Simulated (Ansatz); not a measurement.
**CH$_{5}$GaO···H (doublet): density, localisation and related maps**

Input file:

```
crystal:
  periodic: [false, false, false]
  atoms:
    - { symbol: Ga, position_ang: [-0.125428, -0.109994, -0.055962] }
    - { symbol: H, position_ang: [0.069264, -0.058757, 1.505935] }
    - { symbol: O, position_ang: [1.294523, -0.456715, -1.095219] }
    - { symbol: H, position_ang: [2.128307, -0.631194, -0.643451] }
    - { symbol: C, position_ang: [-1.778929, 0.047949, -1.078536] }
    - { symbol: H, position_ang: [-2.296945, -0.924862, -1.044655] }
    - { symbol: H, position_ang: [-2.458289, 0.813139, -0.67293] }
    - { symbol: H, position_ang: [-1.549211, 0.283165, -2.127896] }
    - { symbol: H, position_ang: [0.295508, 0.085371, 3.352114] }
magnetization:
  spin_polarized: true
  initial_magnetization: 1
basis:
  gaussian: { orbitals: def2-SVP }
hamiltonian:
  xc: pbe0
  dispersion: d4
relax:
  f_tol: 0.03
  max_steps: 50
output:
  orbitals: {}
```

Command:

```sh
ansatz run input.yaml --threads 4 --pin off --max-ram 5120MiB --backend cpu --events-out ev --progress --plain --runs-dir out
```

The fields are those of the run's last geometry, not of the input's.

Method: UKS PBE0-D4/def2-SVP (Ansatz 0.2.0).

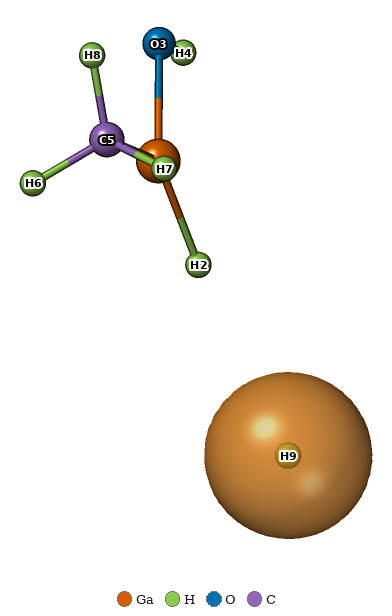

Figure 1. Isosurface of the spin density (α minus β) at +0.04 e/Å³ (orange), seen at an oblique angle.

> Which atoms carry the spin?

The unpaired spin (1 electron) lies mostly on H9 (about 1.0), in electrons by Hirshfeld's partition.

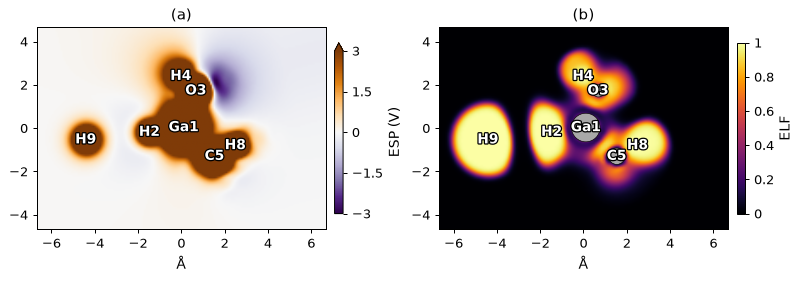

Figure 2. (a) electrostatic potential; (b) ELF on the plane of atoms H2, Ga1 and C5. Grey discs cover the atomic cores in the ELF map.

> Read the bonding off the picture.

- Atoms in the plane: Ga, H, O and C.
- Ga–O (1.79 Å): the ELF peaks at about 0.85 in the valence shell of O, 0.6 Å from its nucleus, and is about 0.25 at the midpoint.
- C–Ga (1.95 Å): the ELF peaks at about 0.90 in the valence shell of C, 0.7 Å from its nucleus, and is about 0.55 at the midpoint.
- O–H (0.96 Å): the ELF climbs to about 1 towards the hydrogen, as it does in any bond to H; a covalent bond by its length.
- C–H (1.10 Å): the ELF climbs to about 1 towards the hydrogen: a covalent bond by its length.
- Ga–H (1.57 Å): the ELF climbs to about 1 towards the hydrogen.
- The ELF also peaks beside O3, away from the bonds: non-bonding electrons, paired or unpaired.
- Outside the dense part of the complex the potential is most negative (−2.7 V) near O3.

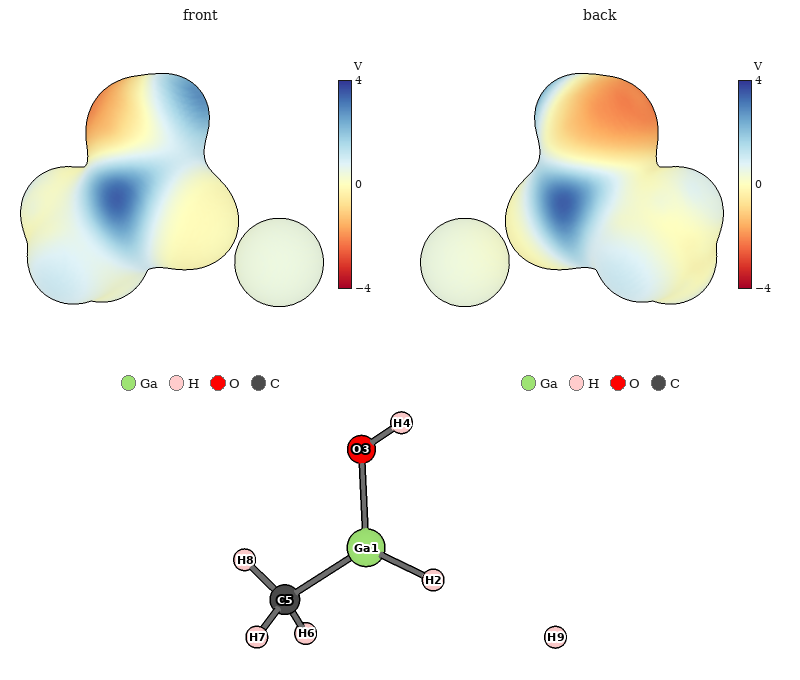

Figure 3. The electrostatic potential painted on the density surface at 0.004 e/bohr³, seen from the front and from behind; red is negative and blue positive. The bare structure is drawn below in the same view.

> Which sites attract a positive test charge, and which a negative one?

A positive charge is drawn to the negative regions and a negative charge to the positive ones. The most negative region (about −2.1 V) lies over O3, the most positive (about +3.4 V) over Ga1. O3 is the likeliest acceptor of a hydrogen bond.
